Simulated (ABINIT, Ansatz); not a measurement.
# SrO (Fm-3m): third-order response, part 2 of 2

Aim: Raman and infrared lines of SrO (Fm-3m).

ABINIT 10.8.3; DFT LDA, scalar-relativistic, plane waves, PseudoDojo norm-conserving pseudopotentials.

So far. Step 3 (Self-consistent run for the response): The cell stands at -0.58 GPa: the relaxation ran with a smoothed and higher cutoff and on another k mesh. Step 5 (Zone-centre response): The acoustic modes at Γ come out as far as 2.2 cm⁻¹ from zero, where they should vanish, a small numerical error; the Born charges miss their sum rule by 1.7e-4 e, which is good. The relaxed cell has a = 5.061 Å (conventional setting).

The database entry behind the starting cell differs from later determinations by our own check (about 0.5 % short), so it need not match the best structure at ambient conditions.

### Step 6. Modes with the sum rule

anaddb reads the merged derivatives, imposes the acoustic sum rule and charge neutrality, and adds the LO-TO term along chosen directions.

Input file anaddb.abi:

```
ddb_filepath "gamma_DDB"
output_file "anaddb.abo"
outdata_prefix "anaddb"
asr 1
chneut 1
enunit 2
eivec 1
nph1l 1
qph1l 0.0 0.0 0.0 1.0
dieflag 1
nph2l 3
qph2l 
    1.0 0.0 0.0 0.0
    0.0 0.0 1.0 0.0
    1.0 1.0 1.0 0.0
nlflag 1
ramansr 1
alphon 1
prtmbm 1
```

Input file mrgddb.in:

```
gamma_DDB
merged
3
dfpt_gammao_DS2_DDB
dfpt_gammao_DS3_DDB
gso_DDB
```

Command:

```sh
$ mrgddb < mrgddb.in > mrgddb.log
$ OMP_NUM_THREADS=1 anaddb anaddb.abi > anaddb.log
```

anaddb.abo, the main output file:

```text
[banners, grids, parts of the stress and lines that vanish by symmetry left out]
-outvars_anaddb: echo values of input variables ----------------------

 Flags :
[...]
Dielectric Tensor and Effective Charges
[...]
Effective charge tensors after
[...]
1          1       -0.000000000       -0.000000000       -0.000000000
[...]
1          2       -0.000000000       -0.000000000       -0.000000000
[...]
1          3       -0.000000000       -0.000000000       -0.000000000
[...]
2          1       -0.000000000       -0.000000000       -0.000000000
[...]
2          2       -0.000000000       -0.000000000       -0.000000000
[...]
2          3       -0.000000000       -0.000000000       -0.000000000
[...]
Phonon wavevector (reduced coordinates) :  0.00000  0.00000  0.00000
 Phonon energies in Hartree :
[...]
Phonon energies in meV     :
-  0.000000E+00  0.000000E+00  0.000000E+00  2.690856E+01  2.690856E+01
-  2.690856E+01
 Phonon frequencies in cm-1    :
-  0.000000E+00  0.000000E+00  0.000000E+00  2.170322E+02  2.170322E+02
-  2.170322E+02
 Phonon frequencies in Thz     :
-  0.000000E+00  0.000000E+00  0.000000E+00  6.506461E+00  6.506461E+00
-  6.506461E+00
 Phonon energies in Kelvin  :
-  0.000000E+00  0.000000E+00  0.000000E+00  3.122609E+02  3.122609E+02
-  3.122609E+02
[...]
-  1  0.00000000E+00  0.00000000E+00 -2.30090891E-03
-     0.00000000E+00  0.00000000E+00  0.00000000E+00
-  2  0.00000000E+00  0.00000000E+00 -2.30090844E-03
-     0.00000000E+00  0.00000000E+00  0.00000000E+00
[...]
-  1  0.00000000E+00  2.30090891E-03  0.00000000E+00
-     0.00000000E+00  0.00000000E+00  0.00000000E+00
-  2  0.00000000E+00  2.30090844E-03  0.00000000E+00
-     0.00000000E+00  0.00000000E+00  0.00000000E+00
[...]
-  1  2.30090891E-03  0.00000000E+00  0.00000000E+00
-     0.00000000E+00  0.00000000E+00  0.00000000E+00
-  2  2.30090844E-03  0.00000000E+00  0.00000000E+00
-     0.00000000E+00  0.00000000E+00  0.00000000E+00
[...]
-  1  0.00000000E+00  0.00000000E+00 -9.83217412E-04
-     0.00000000E+00  0.00000000E+00  0.00000000E+00
-  2  0.00000000E+00  0.00000000E+00  5.38454737E-03
-     0.00000000E+00  0.00000000E+00  0.00000000E+00
[...]
-  1  0.00000000E+00  9.83217408E-04  0.00000000E+00
-     0.00000000E+00  0.00000000E+00  0.00000000E+00
-  2 -5.44172418E-07 -5.38454735E-03  0.00000000E+00
-     0.00000000E+00  0.00000000E+00  0.00000000E+00
[...]
-  1  9.83217407E-04  0.00000000E+00  0.00000000E+00
-     0.00000000E+00  0.00000000E+00  0.00000000E+00
-  2 -5.38454735E-03  5.44172454E-07  0.00000000E+00
-     0.00000000E+00  0.00000000E+00  0.00000000E+00
[...]
-     1          0.000000    -0.000000    -0.000000     0.000000
-     2         -0.000000     0.000000     0.000000     0.000000
-     3          0.000000    -0.000000    -0.000000     0.000000
-     4          0.000000    -0.000000    -2.879797     2.879797
-     5         -0.000000     2.879797     0.000000     2.879797
-     6          2.879797    -0.000000     0.000000     2.879797
[...]
-   1     Real    0.0000E+00  0.0000E+00  0.0000E+00  0.0000E+00  0.0000E+00  0.0000E+00  0.0000E+00
[...]
-   2     Real    0.0000E+00  0.0000E+00  0.0000E+00  0.0000E+00  0.0000E+00  0.0000E+00  0.0000E+00
[...]
-   3     Real    0.0000E+00  0.0000E+00  0.0000E+00  0.0000E+00  0.0000E+00  0.0000E+00  0.0000E+00
[...]
-   4     Real    0.0000E+00  0.0000E+00  2.4847E-04  0.0000E+00  0.0000E+00  0.0000E+00  2.4847E-04
[...]
-   5     Real    0.0000E+00  2.4847E-04  0.0000E+00  0.0000E+00  0.0000E+00  0.0000E+00  2.4847E-04
[...]
-   6     Real    2.4847E-04  0.0000E+00  0.0000E+00  0.0000E+00  0.0000E+00  0.0000E+00  2.4847E-04
[...]
-         0.000000000       0.000000000       0.000000000
-         0.000000000       0.000000000       0.000000000
[...]
Phonon at Gamma, with non-analyticity in the
[...]
Phonon energies in Hartree :
[...]
Phonon energies in meV     :
-  0.000000E+00  0.000000E+00  0.000000E+00  2.690856E+01  2.690856E+01
-  5.885020E+01
 Phonon frequencies in cm-1    :
-  0.000000E+00  0.000000E+00  0.000000E+00  2.170322E+02  2.170322E+02
-  4.746589E+02
 Phonon frequencies in Thz     :
-  0.000000E+00  0.000000E+00  0.000000E+00  6.506461E+00  6.506461E+00
-  1.422992E+01
 Phonon energies in Kelvin  :
-  0.000000E+00  0.000000E+00  0.000000E+00  3.122609E+02  3.122609E+02
-  6.829282E+02
[...]
-  1  0.00000000E+00  0.00000000E+00 -2.30090891E-03
[...]
-  2  0.00000000E+00  0.00000000E+00 -2.30090844E-03
[...]
Phonon at Gamma, with non-analyticity in the
[...]
Phonon energies in Hartree :
[...]
Phonon energies in meV     :
-  0.000000E+00  0.000000E+00  0.000000E+00  2.690856E+01  2.690856E+01
-  5.885020E+01
 Phonon frequencies in cm-1    :
-  0.000000E+00  0.000000E+00  0.000000E+00  2.170322E+02  2.170322E+02
-  4.746589E+02
 Phonon frequencies in Thz     :
-  0.000000E+00  0.000000E+00  0.000000E+00  6.506461E+00  6.506461E+00
-  1.422992E+01
 Phonon energies in Kelvin  :
-  0.000000E+00  0.000000E+00  0.000000E+00  3.122609E+02  3.122609E+02
-  6.829282E+02
[...]
Phonon at Gamma, with non-analyticity in the
[...]
Phonon energies in Hartree :
[...]
Phonon energies in meV     :
-  0.000000E+00  0.000000E+00  0.000000E+00  2.690856E+01  2.690856E+01
-  5.885020E+01
 Phonon frequencies in cm-1    :
-  0.000000E+00  0.000000E+00  0.000000E+00  2.170322E+02  2.170322E+02
-  4.746589E+02
 Phonon frequencies in Thz     :
-  0.000000E+00  0.000000E+00  0.000000E+00  6.506461E+00  6.506461E+00
-  1.422992E+01
 Phonon energies in Kelvin  :
-  0.000000E+00  0.000000E+00  0.000000E+00  3.122609E+02  3.122609E+02
-  6.829282E+02
[...]
-  1  5.89900136E-07 -2.30090809E-03 -1.83293724E-06
[...]
-  2  5.89776100E-07 -2.30090774E-03 -1.83306078E-06
[...]
-  1  2.30090878E-03  5.89527267E-07  4.20232520E-07
[...]
-  2  2.30090843E-03  5.89651050E-07  4.20356338E-07
[...]
-  1  1.38067981E-04  6.15846411E-04 -7.53914392E-04
[...]
-  2 -7.56123289E-04 -3.37265607E-03  4.12877936E-03
[...]
-  1  7.90831769E-04 -5.14986263E-04 -2.75845506E-04
[...]
-  2 -4.33095577E-03  2.82029986E-03  1.51065591E-03
[...]
-         0.000000000       0.000000000       0.000000000
-         0.000000000       0.000000000       0.000000000
[...]
-         0.000000000       0.000000000       0.000000000
-         0.000000000       0.000000000       0.000000000
-         0.000000000       0.000000000       0.000000000
[...]
-         0.000000000       0.000000000       0.000000000
-         0.000000000       0.000000000       0.000000000
-         0.000000000       0.000000000       0.000000000
[...]
Direction                     Dielectric constant
[...]
0.00000   0.00000   1.00000     18.45954792
   1.00000   1.00000   1.00000     18.45954792
-
```

The job ended after 1.3 s (1 thread of Intel Xeon at 2.70GHz, shared host).

Read from the output:

```
highest optical zone-centre mode (no LO-TO term) : 217.0 cm⁻¹
lowest optical zone-centre mode                  : 217.0 cm⁻¹
mean static dielectric constant                  : 18.46
highest mode moved by the LO-TO term             : 474.7 cm⁻¹
```

No LO-TO term; unit eigenvectors of the mass-weighted matrix, from anaddb's displacements. The modes at Γ (shares of kinetic energy by element, %):

| mode | frequency (cm⁻¹) | symmetry | Sr % | O % |
| --- | --- | --- | --- | --- |
| 1 | 0.0 | acoustic | 85 | 15 |
| 2 | 0.0 | acoustic | 85 | 15 |
| 3 | 0.0 | acoustic | 85 | 15 |
| 4 | 217.0 | T1u | 15 | 85 |
| 5 | 217.0 | T1u | 15 | 85 |
| 6 | 217.0 | T1u | 15 | 85 |

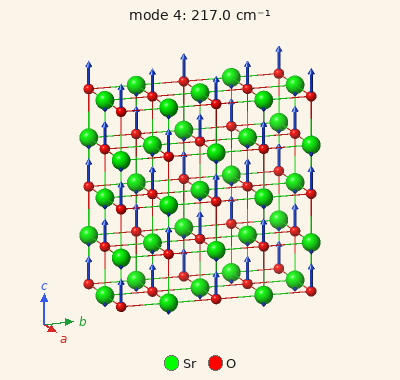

Displacement patterns of mode 4 at Γ; arrows are exaggerated. 1×2×2 conventional cells are drawn. Some periodic images of atoms are drawn too.

Trace of the oscillator strength, degenerate modes summed. Infrared lines, with heights relative to the strongest:

| position (cm⁻¹) | lines merged | IR intensity, relative |
| --- | --- | --- |
| 217 | 3 | 100 |

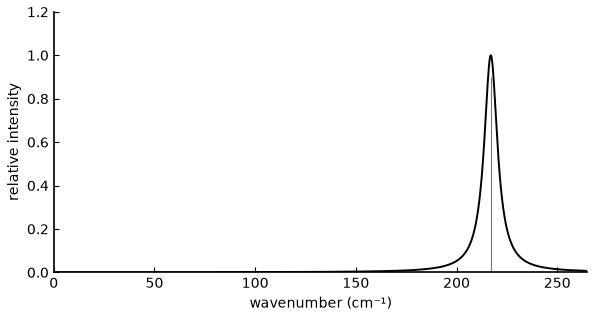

The infrared spectrum, broadened with Lorentzians of width 8 cm⁻¹; bars mark the lines.

Static dielectric tensor (ions relaxed, fixed cell):

```
18.46  0.00  0.00
 0.00 18.46  0.00
 0.00  0.00 18.46
```

The rule moves no optical mode by more than 0.1 cm⁻¹.

### Step 7. Cross-check with Ansatz

The same cell, potentials and cutoff go through another code, on another k mesh. Its k mesh is centred on Γ.

This step: DFT LDA, scalar-relativistic, plane waves, PseudoDojo norm-conserving pseudopotentials (Ansatz 0.2.0).

Input file input.yaml:

```yaml
crystal:
  lattice:
    - [0.0, 2.5304813747, 2.5304813747]
    - [2.5304813747, 0.0, 2.5304813747]
    - [2.5304813747, 2.5304813747, 0.0]
  atoms:
    - { symbol: Sr, position: [0.5, 0.5, 0.5] }
    - { symbol: O, position: [0.0, 0.0, 0.0] }
kpoints:
  mp_grid: { grid: [8, 8, 8] }
hamiltonian:
  xc: lda
  pseudopotentials: { kind: nc, accuracy: standard }
scf:
  occupations: { method: fixed }
output:
  eigenvalues: true
basis:
  ecutwfc: 979.61
phonons:
  method: dfpt
  dielectric: true
  rigid_motions: translations
  raman: true
```

Command:

```sh
$ ansatz run input.yaml --threads 4 --pin off --max-ram 8192MiB --backend cpu --events-out ev --progress --plain --runs-dir out
```

Log:

```text
Warning: basis.ecutwfc = 979.61 eV is below the records' recommended 1142.878222 eV, and the density's cutoff is lower with it unless basis.ecutrho_ratio is high enough to keep the records' density cutoff: compare with a run at a higher cutoff
Engine: ansatz 0.2.0, x86_64-unknown-linux-gnu
Pseudopotentials: kind: nc
Pseudopotential: Sr, nc, valence charge 10, recommended cutoff 925.187132 eV (normal), Sr.nc.azcp (PseudoDojo's, or run here from an input of PseudoDojo's; its table is named by hamiltonian.pseudopotentials.accuracy)
Pseudopotential: O, nc, valence charge 6, recommended cutoff 1142.878222 eV (normal), O.nc.azcp (PseudoDojo's, or run here from an input of PseudoDojo's; its table is named by hamiltonian.pseudopotentials.accuracy)
Functional definition: SPW92
  exchange = slater_x
  correlation = pw_c
Crystal: 2 atoms, lattice volume = 32.407 Å³
Basis set: ecut = 979.61 eV, 2229 PW (Γ), exchange–correlation on 80×80×80 points (8 copies of the dense FFT grid, shifted against one another)
Bands: 12, of which v1, the nominal top of the filled ones, is band 8 counted from 1 (7 counted from 0)
Symmetry: 48 space group operations
k-points: 59 of 512 (irreducible under 8 space group operations, time reversal used)
Non-local potential: Sr, projectors of the file, l = 0: 2, l = 1: 2, l = 2: 2
Non-local potential: O, projectors of the file, l = 0: 2, l = 1: 2, l = 2: 1
Initial density: superposition of atomic densities (chi_scale 0.1, normalization cell, long waves kept (reshape's long-wave potential 0.00 eV rms))
Initial wavefunctions: pseudopotential atomic-orbital guess
Functional: x = slater, c = lda
SCF iter   1: F=—  HF=-1385.865764 eV  |F-HF|=—  |Δ(HF+E_count)|=         —  Δρ=8.53e-2  dr2=1.97e0  ethr=3.10e-3  ⟨swp⟩=5.6  Hψ=4322  notcnv=0  defer=107
preconditioner: auto → none  [insulator: Δε(μ)=2.063 eV  Ē_g=16.050 eV  n_scr=8 (ndim 8)  ℏωp=24.4 eV  f_vac=0.000  ε∞_Penn≈3.3]
SCF iter   2: F=—  HF=-1385.672335 eV  |F-HF|=—  |Δ(HF+E_count)|=   1.93e-1  Δρ=6.61e-2  dr2=1.44e0  ethr=3.10e-3  ⟨swp⟩=3.0  Hψ=1896  notcnv=0  defer=109
SCF iter   3: F=—  HF=-1385.345187 eV  |F-HF|=—  |Δ(HF+E_count)|=   3.27e-1  Δρ=1.51e-2  dr2=5.96e-2  ethr=3.10e-3  ⟨swp⟩=2.6  Hψ=1159  notcnv=0  defer=116
SCF iter   4: F=—  HF=-1385.334103 eV  |F-HF|=—  |Δ(HF+E_count)|=   1.11e-2  Δρ=2.73e-3  dr2=1.43e-3  ethr=3.72e-4  ⟨swp⟩=2.6  Hψ=1263  notcnv=0  defer=116
SCF iter   5: F=—  HF=-1385.334107 eV  |F-HF|=—  |Δ(HF+E_count)|=   4.64e-6  Δρ=4.65e-4  dr2=3.47e-5  ethr=8.92e-6  ⟨swp⟩=2.3  Hψ=1145  notcnv=0  defer=116
SCF iter   6: F=—  HF=-1385.334113 eV  |F-HF|=—  |Δ(HF+E_count)|=   5.64e-6  Δρ=5.97e-5  dr2=5.31e-7  ethr=2.17e-7  ⟨swp⟩=2.2  Hψ=1038  notcnv=0  defer=96
SCF iter   7: F=—  HF=-1385.334110 eV  |F-HF|=—  |Δ(HF+E_count)|=   3.02e-6  Δρ=6.89e-6  dr2=1.31e-8  ethr=3.32e-9  ⟨swp⟩=2.6  Hψ=1121  notcnv=0  defer=43
SCF iter   8: F=-1385.334110 eV  HF=-1385.334110 eV  |F-HF|=1.55e-11  |Δ(HF+E_count)|=   1.81e-9  Δρ=6.66e-7  dr2=4.28e-11  ethr=1.00e-12  ⟨swp⟩=10.2  Hψ=6492  notcnv=0
SCF 1 converged in 8 iterations: F = -1385.334110 eV  dr2 = 4.28e-11
DFPT response loops at Γ: preconditioner auto → none (the input reference at scf.mixing.eps_inf says where Resta's filter doesn't serve); β = 0.50; Broyden in place of MSR1
── the response to a field inside a basis, on 8×8×8 k-points: an SCF that follows is theirs, and a resumed run solves both again ──
Bands: 9, of which v1, the nominal top of the filled ones, is band 8 counted from 1 (7 counted from 0)
k-points: 60 of 512 (irreducible under 12 space group operations)
Initial density: handed on by an earlier stage of this run
Initial wavefunctions: pseudopotential atomic-orbital guess (no wavefunctions were taken with the density)
Eigensolver: Dense (60 Hₖ)
SCF iter   1: F=—  HF=-1385.336276 eV  |F-HF|=—  |Δ(HF+E_count)|=         —  Δρ=6.56e-4  dr2=1.28e-5  ethr=1.00e-1
preconditioner: auto → none  [insulator: Δε(μ)=3.328 eV  Ē_g=13.806 eV  n_scr=8 (ndim 8)  ℏωp=24.4 eV  f_vac=0.000  ε∞_Penn≈4.1]
SCF iter   2: F=—  HF=-1385.336279 eV  |F-HF|=—  |Δ(HF+E_count)|=   3.26e-6  Δρ=3.46e-4  dr2=6.33e-6  ethr=8.02e-8
SCF iter   3: F=—  HF=-1385.336280 eV  |F-HF|=—  |Δ(HF+E_count)|=   4.78e-7  Δρ=1.91e-4  dr2=2.46e-6  ethr=3.96e-8
SCF iter   4: F=—  HF=-1385.336280 eV  |F-HF|=—  |Δ(HF+E_count)|=  1.98e-10  Δρ=1.33e-5  dr2=7.70e-9  ethr=1.54e-8
SCF iter   5: F=-1385.336280 eV  HF=-1385.336280 eV  |F-HF|=3.64e-12  |Δ(HF+E_count)|=  6.27e-10  Δρ=1.05e-6  dr2=5.87e-11  ethr=4.81e-11
SCF 1 converged in 5 iterations: F = -1385.336280 eV  dr2 = 5.87e-11
DFPT response loops at Γ: mixed as the last ones told, above
DFPT response loops at Γ: mixed as the last ones told, above
SCF converged after 8 iterations
Free energy (F): -1385.334110 eV
Harris-Foulkes:  -1385.334110 eV  (|F-HF|=1.55e-11)
Internal energy: -1385.334110 eV  (E = F + TS)
E sigma→0 (E₀):  -1385.334110 eV
Fermi energy:    8.155098 eV
--- Per-component energies (eV) ---
  E_band       = -51.193164
  E_kinetic    = 553.145981
  E_local      = -811.373361  (includes V_loc(G=0)·N_el)
  E_nonlocal   = 70.001967
  E_hartree    = 217.639826
  E_xc         = -341.653794
  E_vxc        = -298.247372  (∫ρ·V_xc dr)
  E_ewald      = -1073.094728
  E_smearing   = -0.000000  (= −TS)
  E_closure    = -0.000000  (closes the sum)
  Σ components = -1385.334110   (vs F -1385.334110, Δ=0.00e0)
--- Band table (eV; the first three rows and the last of 59) ---
  k-point 0: bands = [... 4 lower, -5.3846, 8.1551, 8.1551, 8.1551, 12.3272, 14.4341, 14.4341, 14.4341]
  k-point 1: bands = [... 4 lower, -5.0328, 7.6771, 7.9420, 7.9420, 13.0501, 14.2563, 14.7581, 14.7581]
  k-point 2: bands = [... 4 lower, -4.5301, 6.8024, 7.4842, 7.4842, 14.2014, 14.6113, 15.6445, 15.6445]
  k-point 58: bands = [... 4 lower, -4.7435, 6.9546, 7.7912, 7.7912, 14.2152, 14.2152, 17.2030, 19.7981]
--- Phonons (Γ-DFPT): 2 representative perturbations + reference, on 59 of 512 k-points (Σ response iterations 6) ---
  k mesh reduced under 8 symmetry operations, with k and −k counted as one. Each operation leaves every solved perturbation unchanged. A smaller set is not considered because the run solves the response to a homogeneous field
  ASR residual: 9.260e-4 → 0.000e0 eV/Å²; symmetrization residual: 6.880e-7 eV/Å²
  ASR residual per site (eV/Å²): 9.26e-4 1.99e-4
  Γ frequencies (cm⁻¹): 0.00 0.00 0.00 216.98 216.98 216.98
  ε∞ (high-frequency dielectric tensor):
        3.860991     0.000000    -0.000000
        0.000000     3.860991     0.000000
       -0.000000     0.000000     3.860991
  ε⁰ (static dielectric tensor: ions relaxed, cell fixed):
       18.466286    -0.000000    -0.000000
       -0.000000    18.466286    -0.000000
       -0.000000    -0.000000    18.466286
  ε⁰ − ε∞ (ionic part):
       14.605295    -0.000000    -0.000000
       -0.000000    14.605295    -0.000000
       -0.000000    -0.000000    14.605295
  softest optical mode at Γ: 216.98 cm⁻¹; the repairs (sum rule, projections) moved no ω² at Γ by more than (1.86 cm⁻¹)²
  Born effective charges Z* (e; rows j = field, columns β = displacement):
    site 0:
         2.47519    0.00000   -0.00000
        -0.00000    2.47519   -0.00000
        -0.00000   -0.00000    2.47519
    site 1:
        -2.47519   -0.00000    0.00000
         0.00000   -2.47519    0.00000
         0.00000    0.00000   -2.47519
  Z* charge neutrality: 6.583e-4 e pre-enforcement
  solved inside a basis spanned on kpoints, on 8×8×8 k-points: ε∞ is read to err by 9.2e-3, Z* by 1.1e-2 e (field_mesh: kpoints solves on kpoints); Z* is corrected for what the basis lacks
  Raman tensors (in the event stream and the table raman_tensors.tsv): an entry may err by 5.3e-4 Å², one of the second-order susceptibility by 4.9e-20 pm/V (basis, points and sum rule); their sum over the sites missed zero by 9.388e-21 Å² ahead of its enforcement
  optical modes at Γ without the LO–TO term, one row a degenerate level:
      ω (cm⁻¹)  modes    IR ((D/Å)²/amu)  static Raman (Å⁴/amu)  depolarisation
        216.98      3            31.3432                 0.0000               —
  optical modes at Γ + LO–TO along q̂ = [1.0000, 0.0000, 0.0000]:
      ω (cm⁻¹)  modes    IR ((D/Å)²/amu)  static Raman (Å⁴/amu)  depolarisation
        216.98      2            20.8955                 0.0000               —
        474.52      1            10.4477                 0.0000               —
  optical modes at Γ + LO–TO along q̂ = [0.0000, 1.0000, 0.0000]:
      ω (cm⁻¹)  modes    IR ((D/Å)²/amu)  static Raman (Å⁴/amu)  depolarisation
        216.98      2            20.8955                 0.0000               —
        474.52      1            10.4477                 0.0000               —
  optical modes at Γ + LO–TO along q̂ = [0.0000, 0.0000, 1.0000]:
      ω (cm⁻¹)  modes    IR ((D/Å)²/amu)  static Raman (Å⁴/amu)  depolarisation
        216.98      2            20.8955                 0.0000               —
        474.52      1            10.4477                 0.0000               —
```

Wall time 49 s (4 threads); peak memory 0.83 GiB.

This step gave:

```yaml
gap_on_the_k_mesh: 3.132 eV
sum_rule_residual_before_enforcement: 9.26e-4 eV/Å²
miss_of_the_charge_sum_rule: 6.58e-4 e
estimated_error_of_the_dielectric_tensor: 0.009223
estimated_error_of_the_born_charges: 0.01089 e
mean_high_frequency_dielectric_constant: 3.861
mean_static_dielectric_constant: 18.47
highest_mode_moved_by_the_lo_to_term: 474.5 cm⁻¹
```

Transverse modes. Infrared lines, with heights relative to the strongest:

| position (cm⁻¹) | label | IR intensity ((D/Å)²/amu), degenerate modes summed, relative |
| --- | --- | --- |
| 217 | T1u | 100 |

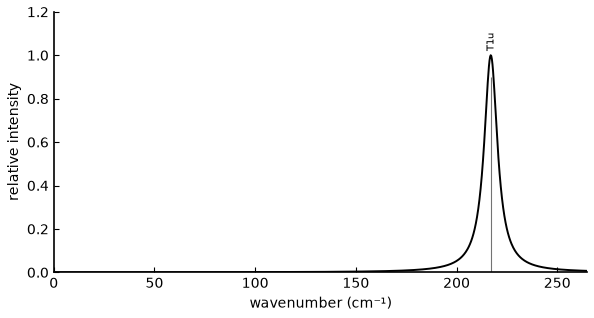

The infrared spectrum, broadened with Lorentzians of width 8 cm⁻¹; bars mark the lines.

### Step 8. The two compared: ABINIT PseudoDojo and Ansatz, PseudoDojo

Worked out from the results:

```yaml
root_mean_square_difference: 0.05 cm⁻¹
largest_difference: 0.05 cm⁻¹
```

Frequencies side by side, by row:

| q (reciprocal lattice) | mode | ABINIT PseudoDojo (cm⁻¹) | Ansatz, PseudoDojo (cm⁻¹) |
| --- | --- | --- | --- |
| 0 0 0 | 1 | 0 | 0 |
| 0 0 0 | 2 | 0 | 0 |
| 0 0 0 | 3 | 0 | 0 |
| 0 0 0 | 4 | 217 | 217 |
| 0 0 0 | 5 | 217 | 217 |
| 0 0 0 | 6 | 217 | 217 |

The two runs side by side. Further quantities:

| quantity | ABINIT PseudoDojo | Ansatz, PseudoDojo |
| --- | --- | --- |
| mean ε∞ | 3.859 | 3.861 |
| largest Born charge in size (e; the first before, the second after the charge sum rule) | 2.475 | 2.475 |
| summed IR intensity ((D/Å)²/amu) | 31.35 | 31.34 |
| summed Raman activity (Å⁴/amu) | 0 | 0 |

At the zone centre the largest difference (acoustic modes at Γ apart) is 0.02 % of the highest mode.

### Step 9. What came out

| Item | Value |
| --- | --- |
| space group after relaxation | Fm-3m |
| volume per atom | 16.2 Å³ |
| highest optical zone-centre mode (no LO-TO term) | 217.0 cm⁻¹ |
| highest mode moved by the LO-TO term | 474.7 cm⁻¹ |
| mean high-frequency dielectric constant | 3.86 |
| largest Born charge in size (third of the trace) | 2.48 e |
| mean static dielectric constant | 18.5 |
| imaginary optical modes at the zone centre (no q mesh in this session) | none |
| largest difference from Ansatz, PseudoDojo | 0.05 cm⁻¹ |

**Reading.** No mode is Raman active in this structure; the strongest infrared line lies at 217 cm⁻¹. At the LDA level the optical modes of SrO (Fm-3m) at the zone centre (no LO-TO term) lie at 217 cm⁻¹. The base run prints -0.58 GPa, mostly the error of a finite basis; the relaxation, with a smoothed and higher cutoff, had brought the cell to rest. Along the directions run, the highest mode that the macroscopic field moves lies at 475 cm⁻¹. Lattice motion raises the mean dielectric constant from 3.859 to 18.46. The Born charge of Sr is 2.475 e against a formal charge of +2, somewhat above it. The Lyddane-Sachs-Teller relation holds: (ωLO/ωTO)² is 4.78 and ε₀/ε∞ is 4.78. ABINIT PseudoDojo and Ansatz, PseudoDojo agree to 0.05 cm⁻¹ (0.02 % of the highest mode compared) on all solved modes but the acoustic ones at Γ, without the LO-TO term. These are harmonic frequencies at zero temperature: anharmonic shifts and linewidths and thermal expansion are left out. Ansatz warns that the cutoff lies 14 % under the one recommended for these files; agreement at one cutoff is not convergence.

[Host names and launcher messages were left out of these logs when they were recorded.]

[Logs are printed without paths, hosts, clocks, repeated set-up lines and the standing remarks that a program may print on its own settings, such as how far it seeks lower states.]

[Hosts, paths, dates, database ids (printed as entryN), source tags and the programs' standing remarks are cut or masked in the printed files.]
